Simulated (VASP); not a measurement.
Band structure of ZrO$_{2}$ (fluorite). Calculation: PBE GGA, VASP's PBE PAW potentials (set 64) (plane waves; VASP).

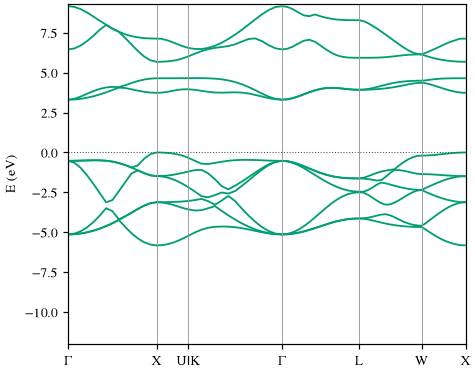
Bands along high-symmetry lines, zero at the valence-band maximum or, without a gap, the Fermi level

**Question.** Read the plot: is there a gap, and where are the band edges?

**Answer.** The gap is indirect, 3.31 eV, from the valence maximum at X to the conduction minimum at Γ. (Edges off the drawn lines would not show.)

The compound is ZrO2 in the fluorite structure, the high-temperature cubic form, which is unstable at 0 K; the monoclinic form is the stable one. It was relaxed first.
